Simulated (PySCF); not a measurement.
**Ca₂Te: singlet, from a bent start**

The task is one start of a wider search on Ca₂Te: the singlet, from a bent start. It is relaxed, tested by its Hessian and followed downhill if it is a saddle.

Computed with PySCF 2.14.0. Level: PBE0, basis Te def2-TZVP with ECP28, Ca def2-TZVP, scalar-relativistic core potentials, no spin–orbit coupling, density fitting.

## (1) Where the work starts

3 atoms, charge 0, spin multiplicity 1.

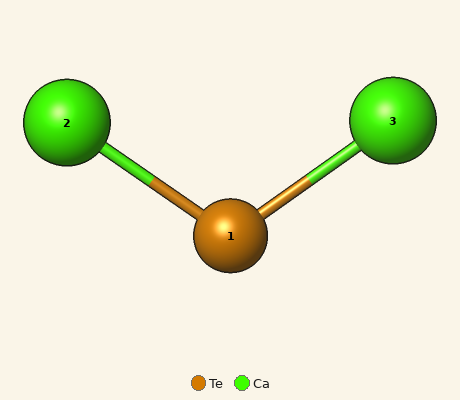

As it starts; tellurium orange, calcium green; atoms are numbered from 1 in the order of the file.

Coordinates in bohr (charge 0 multiplicity 1):
```
Te    0.0000    0.0000    0.0000
Ca    4.7523    0.0000    3.3276
Ca   -4.7523    0.0000    3.3276
```

## (2) First SCF at the start

The steps below are one call of a driver around PySCF. For each, scf.py gives the equivalent set-up of the SCF; relaxations use the driver's own optimiser. After this first run the driver tries any further starts and a stability analysis.

Contents of scf.py:

```python
from pyscf import gto, scf, dft
mol = gto.M(atom='''
Te     0.000000     0.000000     0.000000
Ca     2.514800     0.000000     1.760900
Ca    -2.514800     0.000000     1.760900''',
    basis={'Te': 'def2-TZVP', 'Ca': 'def2-TZVP'},
    ecp={'Te': 'def2-TZVP'},
    charge=0, spin=0)
mf = dft.RKS(mol, xc='PBE0')
mf.grids.atom_grid = (50, 194)
aux = {'Te': 'def2-universal-JKFIT', 'Ca': 'def2-universal-JKFIT'}
mf = mf.density_fit(auxbasis=aux)
mf.conv_tol = 1e-08
mf.diis_space = 10
mf.max_cycle = 60
mf.init_guess = 'minao'
mf.verbose = 4
mf.kernel()
```

Run with:

```console
> OMP_NUM_THREADS=2 python axn.py task.json out
```

What it wrote, shortened:

```text
[... the frontier levels of the middle cycles are left out ...]
init E= -1581.12271712869
  HOMO = -0.423797993716533  LUMO = -0.399246931007704  gap/eV = 0.66807
cycle= 1 E= -1620.18155336835  delta_E= -39.1  |g|=  3.4  |ddm|= 28.1
cycle= 2 E= -1600.63525140163  delta_E= 19.5  |g|= 8.48  |ddm|= 11.8
  HOMO = -0.0989637897054127  LUMO = -0.0692782843455537  gap/eV = 0.80778
cycle= 3 E= -1622.81502114982  delta_E= -22.2  |g|= 0.637  |ddm|= 6.36
cycle= 4 E= -1622.47809986632  delta_E= 0.337  |g|= 0.89  |ddm|= 2.04
cycle= 5 E= -1622.87589359418  delta_E= -0.398  |g|= 0.145  |ddm|= 1.22
cycle= 6 E= -1622.88505675341  delta_E= -0.00916  |g|= 0.0486  |ddm|= 0.197
cycle= 7 E= -1622.88609227586  delta_E= -0.00104  |g|= 0.0169  |ddm|= 0.0741
cycle= 8 E= -1622.88617469301  delta_E= -8.24e-05  |g|= 0.00554  |ddm|= 0.0341
cycle= 9 E= -1622.8861864591  delta_E= -1.18e-05  |g|= 0.000655  |ddm|= 0.00998
cycle= 10 E= -1622.88618672496  delta_E= -2.66e-07  |g|= 0.000211  |ddm|= 0.00223
cycle= 11 E= -1622.88618676993  delta_E= -4.5e-08  |g|= 0.00011  |ddm|= 0.000984
cycle= 12 E= -1622.88618677802  delta_E= -8.09e-09  |g|= 2.15e-05  |ddm|= 0.000385
  HOMO = -0.136999766749759  LUMO = -0.103965145970891  gap/eV = 0.89892
Extra cycle  E= -1622.88618677813  delta_E= -1.14e-10  |g|= 2.61e-05  |ddm|= 9.09e-05
converged SCF energy = -1622.88618677813
```

This step, with its further starts and checks, took 46 s on 2 threads of AMD EPYC (Zen 3), shared host.

The starts that the driver tried:

```csv
start,energy (Eh)
the minimal-basis guess,-1622.886187
a thermally smeared density,-1622.886187
a smeared PBE density,-1622.886187
```

The test of internal stability and the other starts found no lower closed-shell solution.

## (3) Bent start, singlet: relaxation

The program finds C2v symmetry in the start, which this walk keeps. Threshold on the gradient: 0.0003 Eh/bohr, with a further test on the energy change.

scf.py: that of step 2 with these lines changed.

```diff
@@ -3,3 +3,3 @@
-Te     0.000000     0.000000     0.000000
-Ca     2.514800     0.000000     1.760900
-Ca    -2.514800     0.000000     1.760900''',
+Te     0.000000     0.000000    -0.670730
+Ca     2.514800     0.000000     1.090170
+Ca    -2.514800     0.000000     1.090170''',
@@ -16 +15,0 @@
-mf.init_guess = 'minao'
```

Energy and gradient, step by step:

```csv
step,energy (Eh),change (kJ/mol),largest symmetric gradient (Eh/bohr)
0,-1622.886187,0.00,0.01917
1,-1622.891230,-13.24,0.01507
2,-1622.897327,-29.25,0.01161
3,-1622.898986,-33.61,0.00673
4,-1622.905442,-50.55,0.01418
5,-1622.909062,-60.06,0.02432
6,-1622.913718,-72.28,0.01682
7,-1622.917234,-81.52,0.00565
8,-1622.917468,-82.13,0.00180
9,-1622.917466,-82.12,0.00069
10,-1622.917488,-82.18,0.00024
11,-1622.917489,-82.18,0.00007
```

The walk took 96 s.

Positions (Å) and forces (eV/Å) along the way:

```
step 0
Te   0.000   0.000  -0.671   0.000   0.000   0.986
Ca   2.515   0.000   1.090  -0.944   0.000  -0.493
Ca  -2.515   0.000   1.090   0.944   0.000  -0.493
step 1
Te   0.000   0.000  -0.638   0.000   0.000   0.707
Ca   2.459   0.000   1.074  -0.775   0.000  -0.354
Ca  -2.459   0.000   1.074   0.775   0.000  -0.354
step 6
Te   0.000   0.000  -1.088   0.000   0.000   0.865
Ca   1.786   0.000   1.299  -0.624   0.000  -0.432
Ca  -1.786   0.000   1.299   0.624   0.000  -0.432
step 11
Te   0.000   0.000  -1.043   0.000   0.000   0.004
Ca   1.680   0.000   1.276  -0.002   0.000  -0.002
Ca  -1.680   0.000   1.276   0.002   0.000  -0.002
```

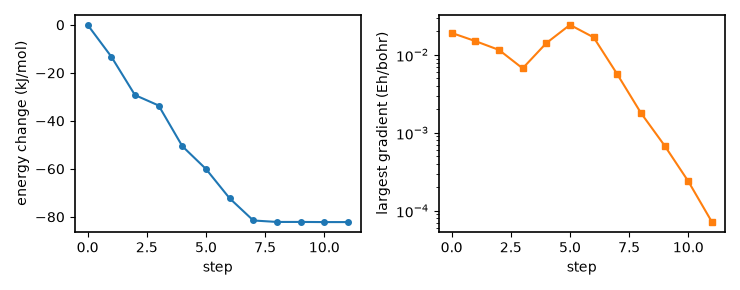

How energy and gradient fall.

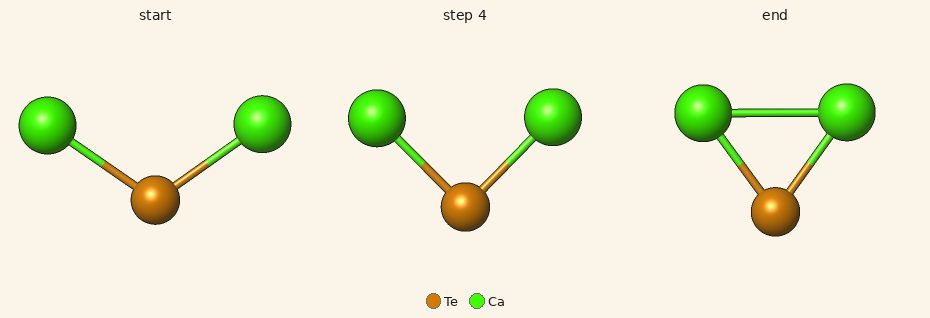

Start and end of the relaxation, with a step between.

End point (C2v, 11 steps, 82.2 kJ/mol gained): Ca–Ca 3.360 Å, Te–Ca 2.864 Å (×2); Ca–Ca–Te 54.1° (×2), Ca–Te–Ca 71.8°.

## (4) Hessian and properties

On the finer grid the gradient is checked again; gradients at displacements of ±0.02 bohr then give force constants and infrared intensities.

scf.py: that of step 3 with these lines changed.

```diff
@@ -3,3 +3,3 @@
-Te     0.000000     0.000000    -0.670730
-Ca     2.514800     0.000000     1.090170
-Ca    -2.514800     0.000000     1.090170''',
+Te     0.000000     0.000000    -0.884445
+Ca     1.680445     0.000000     1.436546
+Ca    -1.680445     0.000000     1.436546''',
@@ -10 +10 @@
-mf.grids.atom_grid = (50, 194)
+mf.grids.atom_grid = (75, 302)
@@ -13 +13 @@
-mf.conv_tol = 1e-08
+mf.conv_tol = 1e-10
```

This SCF starts from the last density.

SCF at the final geometry:

```text
init E= -1622.91749433922
  HOMO = -0.146033040633547  LUMO = -0.0802994054463304  gap/eV = 1.78870
cycle= 1 E= -1622.91749433914  delta_E= 8.46e-11  |g|= 1.77e-05  |ddm|= 4.44e-05
  HOMO = -0.146031233578759  LUMO = -0.0802983616423872  gap/eV = 1.78868
cycle= 2 E= -1622.91749433881  delta_E= 3.26e-10  |g|= 3.41e-05  |ddm|= 8.38e-05
  HOMO = -0.146032271175491  LUMO = -0.0802990047685582  gap/eV = 1.78869
cycle= 3 E= -1622.91749433926  delta_E= -4.45e-10  |g|= 2.21e-06  |ddm|= 5.66e-05
  HOMO = -0.14603236400612  LUMO = -0.0802990488160971  gap/eV = 1.78869
cycle= 4 E= -1622.91749433926  delta_E= -1.59e-12  |g|= 5.59e-07  |ddm|= 4.29e-06
  HOMO = -0.146032348099127  LUMO = -0.0802990319239919  gap/eV = 1.78869
Extra cycle  E= -1622.91749433926  delta_E= 4.55e-12  |g|= 1.01e-06  |ddm|= 2.47e-06
converged SCF energy = -1622.91749433926
```

The whole step took 99 s.

Geometry: C2v; Ca–Ca 3.361 Å, Te–Ca 2.865 Å (×2); Ca–Ca–Te 54.1° (×2), Ca–Te–Ca 71.8°.

Modes, for the most abundant isotopes:

```tsv
symmetry	ω (cm⁻¹)	IR (km/mol)
a1	135	9.3
b2	186	21.4
a1	249	12.5
```

Every mode is real; the point is a minimum.

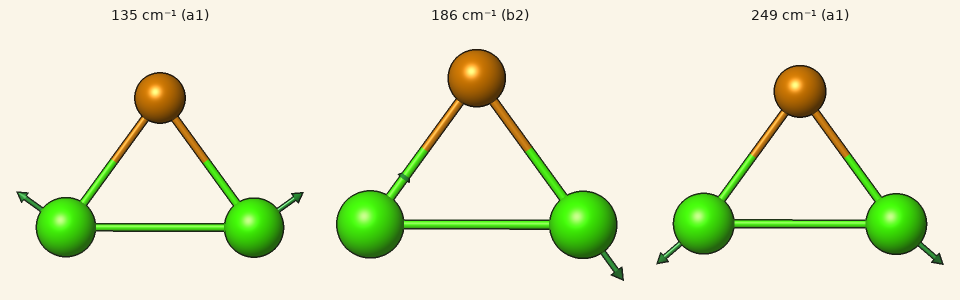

How the atoms move in 3 of the modes.

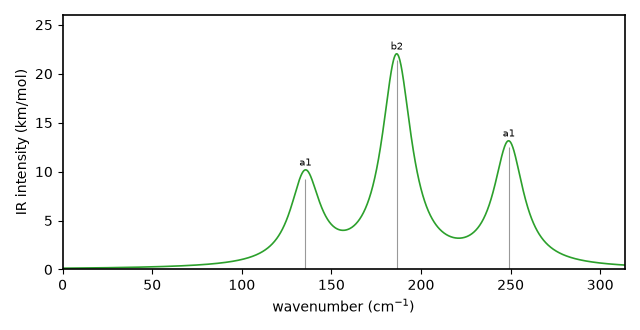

The harmonic infrared spectrum (widths in cm⁻¹). Lines are broadened to a width of 20 cm⁻¹ (Lorentzian).

Properties at this point:

- Dipole moment: 4.68 D
- Highest occupied level: -3.97 eV
- Lowest empty level: -2.19 eV
- Rotational constants: 0.07469, 0.06324, 0.03425 cm⁻¹
- Zero-point energy: 3.4 kJ/mol
- Principal polarisabilities: 215.8, 248.0, 464.5 bohr³
- Atomisation energy without zero-point energy: 449 kJ/mol
- Principal traceless quadrupole moments about the centre of mass: -18.21, -10.27, 28.48 D Å
- Entropy at 298.15 K and 1 bar: 318.5 J/(mol K)
- Heat capacity Cp at 298.15 K: 56.4 J/(mol K)
- Enthalpy at 298.15 K above 0 K: 14.48 kJ/mol
- Rotational symmetry number: 2

Charges (e) and bond orders:

| atom | Mulliken | Löwdin | polar tensor | Mayer order to Te1 |
| --- | --- | --- | --- | --- |
| Te1 | -0.77 | -0.12 | -0.33 | – |
| Ca2,3 | 0.38 | 0.06 | 0.17 | 0.96 |

Outer orbital energies (eV). occupied: -29.67, -29.65, -29.61, -14.73, -6.10, -5.81, -5.27, -3.97; empty: -2.19, -1.16, -1.11, -0.77.

Mulliken populations on Te1 (outside its core potential): s 3.95, p 10.78, d 10.04, f 0.00.

## (5) Would spin polarisation lower it?

At the lowest minimum the closed shell is tested against spin polarisation, on the (50, 194) grid. It is unstable: an open-shell solution lies lower. That solution was not followed to a minimum here.

## (6) What came out

```
                            quantity                                                                   value
                             minimum         singlet, C2v (closed shell, unstable towards spin polarisation)
                            geometry  Ca–Ca 3.361 Å, Te–Ca 2.865 Å (×2); Ca–Ca–Te 54.1° (×2), Ca–Te–Ca 71.8°
                  wavenumbers (cm⁻¹)                                            135 (a1), 186 (b2), 249 (a1)
                       dipole moment                                                                  4.68 D
highest occupied, lowest empty level                                                         -3.97, -2.19 eV
          polar-tensor charge of Te1                                                                 -0.33 e
                   zero-point energy                                                              3.4 kJ/mol
```

What this shows: The molecule stays C2v, as typed, and the end point is a minimum. The strongest infrared band lies at 186 cm⁻¹ (b2). Only this shape and spin were tried, so other structures or states may lie lower. The closed shell proved unstable towards spin polarisation, so a lower open-shell solution exists. Spin–orbit coupling is left out.

The search up to here took 4.2 min on 2 threads of AMD EPYC (Zen 3), shared host.
